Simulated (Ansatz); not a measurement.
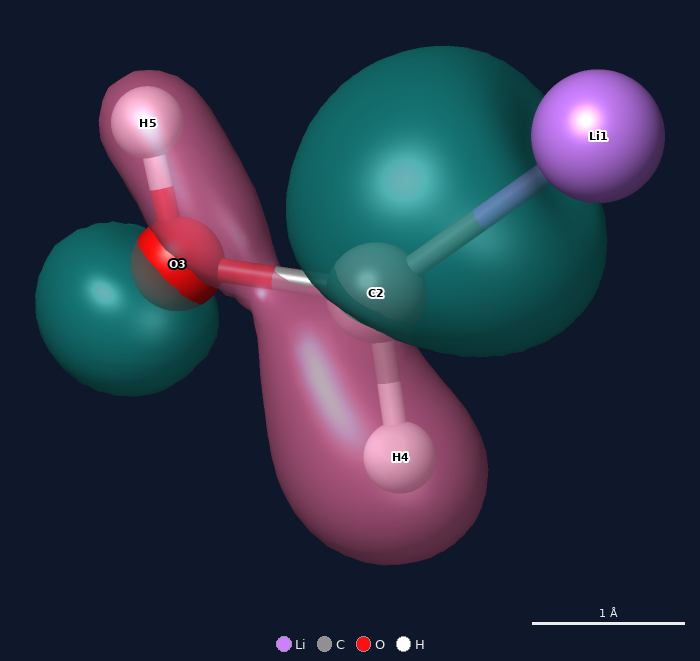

The picture shows: CH2LiO (SMILES [Li][CH]O) (doublet). The HOMO (β) at ±0.15 Å⁻³ᐟ² (teal and pink are the two phases), seen at a tilt.

Geometry: PBE0-D4/def2-TZVP.

Computed with Ansatz 0.2.0, UKS PBE0-D4/def2-TZVPP.

Input

```
crystal:
  periodic: [false, false, false]
  atoms:
    - {symbol: Li, position_ang: [-1.658750, 1.108146, -0.080696]}
    - {symbol: C, position_ang: [-0.276318, -0.204816, -0.069022]}
    - {symbol: O, position_ang: [1.091800, -0.269228, 0.118828]}
    - {symbol: H, position_ang: [-0.565810, -1.252316, -0.260511]}
    - {symbol: H, position_ang: [1.409088, 0.618204, 0.291401]}
basis:
  gaussian: {orbitals: def2-TZVPP}
magnetization: {spin_polarized: true, initial_magnetization: 1}
hamiltonian: {xc: pbe0, dispersion: d4}
output: {orbitals: {seedname: orbitals}}
```

Command:

```sh
ansatz run in.yaml --threads 2 --pin off --events-out ev --progress --plain --max-ram 4352MiB
```

**Describe this orbital and give its energy.**

By Hirshfeld shares it lies mainly on C2 (about 60 %), O3 (about 15 %), Li1 (about 10 %) and H4 (about 10 %); it is symmetric in the molecular plane (an in-plane orbital: σ, lone-pair or in-plane π type). Its energy is −5.54 eV.
